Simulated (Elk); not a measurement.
Band structure of FeNi₃ (Pm-3m, 4 atoms in the cell).

```
FeNi3
1.0
    3.56869     0.00000     0.00000
    0.00000     3.56869     0.00000
    0.00000     0.00000     3.56869
Fe Ni
1 3
Cartesian
  0.00000   0.00000   0.00000
  0.00000   1.78435   1.78435
  1.78435   0.00000   1.78435
  1.78435   1.78435   0.00000
```
Moments meant for the start (each program seeds them in its own way; μB, in the order of the atoms Fe Ni Ni Ni): 4.0 2.0 2.0 2.0.

Level of theory: Elk 10.2.4 with PBE, all-electron FP-LAPW, Elk's shipped species files, default APW+lo basis.

Settings: xctype = 20; spinpol = true; rgkmax = 7; stype = 3; swidth = 0.00499791 Ha; ngridk = 9 9 9; reducebf = 0.5; rmtscf = 0.93; nempty = 8 per atom; bfcmt = [[0.0, 0.0, -1.0], [0.0, 0.0, -0.5], [0.0, 0.0, -0.5], [0.0, 0.0, -0.5]].

The starting cell comes from a database of computed structures (which also holds hypothetical and non-ambient phases and stackings), without a prior relaxation at this level. Its lattice was rescaled by a random factor within 2.5 % of one. The magnetic order is the one reached from the typed start; others were not searched systematically. Values depend on the basis (sphere radii, cutoffs, local orbitals), which need not be converged.

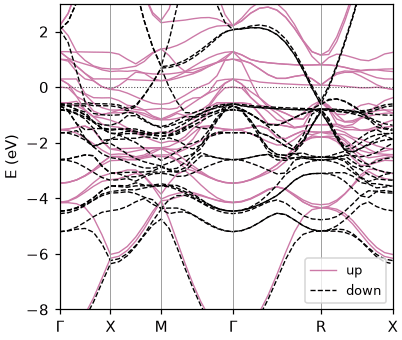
Fig. 1. Bands along the path, energies from the Fermi level.

Levels in eV from the Fermi level, bands 26 to 33 of the first spin channel:
| point | 26 | 27 | 28 | 29 | 30 | 31 | 32 | 33 |
|---|---|---|---|---|---|---|---|---|
| Γ | 0.00 | 0.29 | 0.29 | 0.29 | 1.01 | 1.01 | 1.28 | 1.28 |
| X | -0.93 | -0.93 | -0.83 | -0.38 | -0.08 | -0.08 | 0.29 | 0.56 |
| M | -1.18 | -1.18 | -1.15 | -0.77 | -0.62 | 0.23 | 0.23 | 0.46 |
| R | -0.53 | -0.48 | -0.48 | -0.48 | 0.07 | 0.07 | 0.07 | 0.81 |

Bands cross the Fermi level along this path, so the cell is metallic at this level.

The net moment of the cell came out as 4.78 μB.
